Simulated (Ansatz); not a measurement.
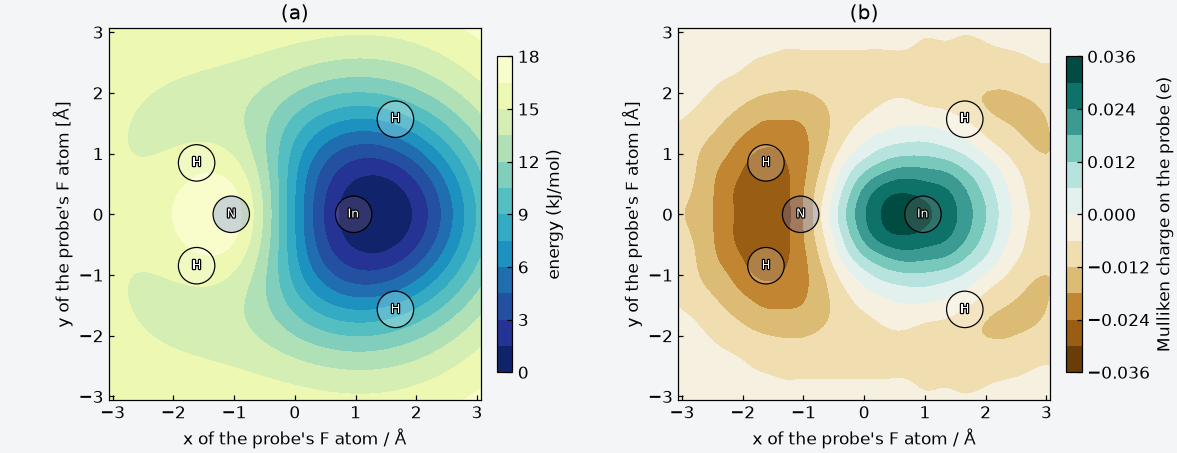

H₄InN (SMILES [NH2][InH2]) with the probe HF. The probe is moved over a plane parallel to the molecule's main plane, 2.70 Å above it. First axis: x of the probe's F atom. Second axis: y of the probe's F atom. Nothing is relaxed (molecule and probe rigid, the probe upright with F nearest the plane). The grid has 19 × 19 points; 190 points were computed and 171 follow by symmetry. Energies: kJ/mol, counted from the lowest grid point. All numbers below come from Ansatz, RKS SPW92 (LDA)/def2-SVPD.

Panel (a) is the energy and panel (b) the computed Mulliken charge on the probe on the same grid.

In the figure: filled contours, labelled circles for the molecule's atoms, projected on the plane. Between grid points the surface is interpolated.

How does the Mulliken charge on the probe vary over the map, and what is it at the lowest grid point?

Answer. Leaving out the highest fifth of the energies, it runs from −0.03 e at x of the probe's F atom = −1.70 Å, y of the probe's F atom = −1.02 Å to 0.03 e at x of the probe's F atom = 0.68 Å, y of the probe's F atom = 0.00 Å. At the lowest grid point, x of the probe's F atom = 1.36 Å, y of the probe's F atom = 0.00 Å, it is 0.03 e.
